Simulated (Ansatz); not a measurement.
# RPA@PBE0/def2-TZVPP (core potential) run of AuF (SMILES [F][Au])

What is the electronic atomisation energy of AuF at RPA@PBE0/def2-TZVPP (core potential)? 

The results are computed with Ansatz 0.2.0.

29 further runs of the same task are left out: 29 set aside as unsound or not needed.

### Step 1. The molecule

AuF: 2 atoms, total charge 0, spin state singlet. SMILES: `[F][Au]`. The coordinates come from a PBE0-D4/def2-TZVP relaxation.

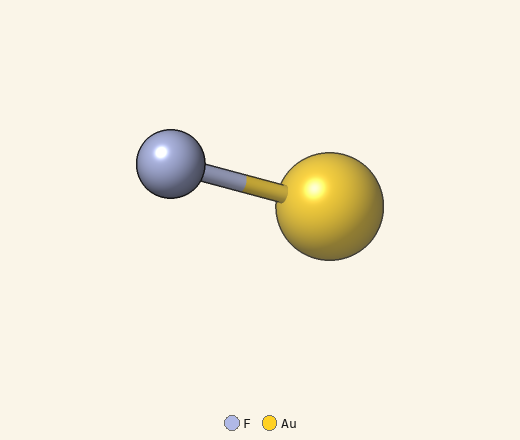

The structure, seen from a chosen angle (fluorine light blue, gold amber).

### Step 2. A single-point energy at RPA@PBE0/def2-TZVPP (core potential)

Input file job.yaml:

```yaml
crystal:
  periodic: [false, false, false]
  atoms:
    - {symbol: F, position_ang: [0.839700, -0.327100, 0.415300]}
    - {symbol: Au, position_ang: [-0.810300, 0.267000, -0.411300]}
basis:
  gaussian: {orbitals: def2-TZVPP}
hamiltonian: {xc: {name: PBE0}}
correlation: {method: rpa, frozen_orbitals: {Au: 0, F: 1}}
accuracy: high
```

Launch:

```sh
$ ansatz run job.yaml --threads 1 --pin off --max-ram 3480MiB --events-out events.jsonl --progress --plain --runs-dir runs
```

Log:

```text
Warning: RAYON_NUM_THREADS=1 ignored (pool sized by the plan → 1); use --threads N
Functional definition: PBE0
  name "PBE0"
  parameter a = 0.25
  parameter kappa = 0.804
  parameter beta = 0.06672455060314922
  exchange = (1 - a)*pbe_x(kappa = kappa, mu = beta*pi^2/3) + a*exact_x
  correlation = pbe_c(beta = beta)
1220 factors; integrals over basis functions are off by at most 3.7e-9 eV
mean field evaluation 1: about -6405.1047 eV, gradient 4.0e1 eV
mean field evaluation 2: about -6405.1035 eV, gradient 4.0e1 eV
mean field evaluation 4: about -6407.4813 eV, gradient 1.3e1 eV
mean field evaluation 8: about -6407.7508 eV, gradient 4.8e-1 eV
mean field evaluation 16: about -6407.7512 eV, gradient 1.4e-5 eV
mean field -6407.75117164 eV, -235.4805122280 hartree, gradient 5.2e-8 eV, S^2 0.000000; 0 other end points of the search recorded, 0 dependent functions left out
1 core orbitals not correlated: weight in the atoms' cores, before any rotation towards them, 1.000 or more for the frozen orbitals, at most 0.000 for the correlated occupied ones
reference -6373.34648487 eV, -234.2161633095 hartree; 13, 13 occupied and 73, 73 virtual orbitals, 1220 factors
Total energy: -6402.76269315 eV, -235.2971890247 hartree
```

It took 7.2 s on 1 thread of Arm Neoverse V1, shared host; peak memory 0.25 GiB.

### Step 3. The Au atom at the same level

Input file in.yaml:

```yaml
crystal:
  periodic: [false, false, false]
  atoms:
    - symbol: Au
      position_ang: [0.000000, 0.000000, 0.000000]
basis:
  gaussian:
    orbitals: def2-TZVPP
magnetization:
  spin_polarized: true
  initial_magnetization: 1
hamiltonian:
  xc: pbe0
correlation:
  method: rpa
  frozen_orbitals: {Au: 0}
accuracy: high
```

Run the same way, it converges to -135.49100 Eh (log not shown).

### Step 4. The F atom

Input file input.yaml:

```yaml
crystal:
  periodic: [false, false, false]
  atoms:
    - symbol: F
      position_ang: [0.000000, 0.000000, 0.000000]
basis:
  gaussian: {orbitals: def2-TZVPP}
magnetization: {spin_polarized: true, initial_magnetization: 1}
hamiltonian: {xc: {name: PBE0}}
correlation: {method: rpa, frozen_orbitals: {F: 1}}
accuracy: high
```

Run the same way, it converges to -99.71074 Eh (log not shown).

### Step 5. Outcome

Level: RPA@PBE0/def2-TZVPP (core potential), 1 core orbital frozen.

```
                                  quantity          value
                    molecule: total energy  -235.29719 Eh
molecule: RPA correlation energy (valence)    -1081.0 mEh
                     Au atom: total energy  -135.49100 Eh
           Au atom: RPA correlation energy     -709.6 mEh
Au atom: ⟨S²⟩ of the reference determinant          0.751
                      F atom: total energy   -99.71074 Eh
  F atom: RPA correlation energy (valence)     -302.4 mEh
 F atom: ⟨S²⟩ of the reference determinant          0.752
             electronic atomisation energy       2.597 eV
```

**Reading.** Taking the molecule apart into free atoms costs 2.60 eV (60 kcal/mol), before zero-point energy and without spin-orbit coupling.
